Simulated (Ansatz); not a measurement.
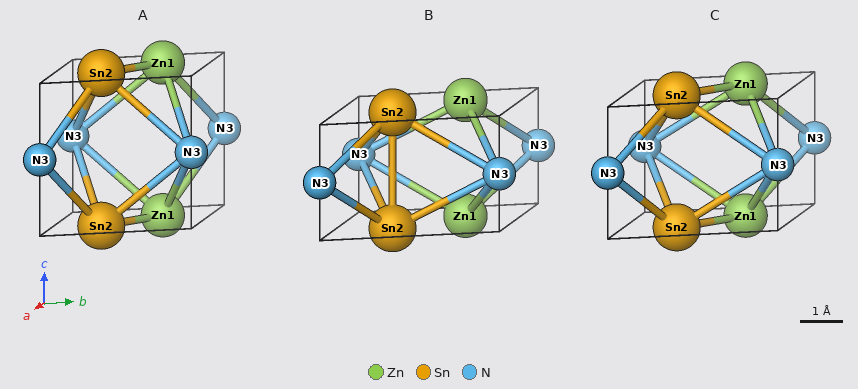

3 geometries from one relaxation of solid ZnSnN (a generated structure, set up in P-6m2) (coarse preliminary run), in shuffled order. A ball-and-stick model of the cell of the calculation, seen slightly off an axis.

Computed with Ansatz 0.2.0, DFT PBE, scalar-relativistic, plane waves, PAW. Set-up: plane-wave cutoff 420 eV; k-point mesh 6 × 6 × 4; occupations gaussian; smearing width 0.1 eV; no spin polarisation; cell and atoms relaxed; force threshold 0.04 eV/Å; at most 70 steps.

Q: Put them in the order of the run, from the start to the converged end.

A: A, C, B. They are steps 0, 4, 12, at +544 meV per atom, +75.2 meV per atom relative to the last. The atoms keep their places relative to the cell (all moves are under 0.005 Å). The drawn cell changes as follows: a = b 3.863 → 4.577 Å (+18.5 %), c 3.740 → 2.836 Å (−24.2 %); the volume changes by +6.4 %. Among the contacts that change: Sn2–Sn2 3.740 → 2.836 Å, Zn1–Sn2 2.230 → 2.643 Å, Sn2–N3 2.911 → 2.999 Å, Zn1–N3 2.911 → 2.999 Å. The space group stays P-6m2 (No. 187). After 9 accepted moves (12 points after the start) the energy has fallen by 544 meV per atom. All forces vanish by symmetry, so only the cell relaxes. Pressure: 23.20 GPa at the start and −0.28 GPa at the end. The line search rejected the trial step at point 7 of the run. At 2 points the geometry stayed and the basis and grid were re-selected for the new cell (energy shift of 30.4 meV per atom at most each time). The run took 31 s on 1 thread of Arm Neoverse V2 (shared host), peak memory 0.34 GiB.

Limits of the set-up: the k-point mesh is coarse for a cell with partly filled bands.
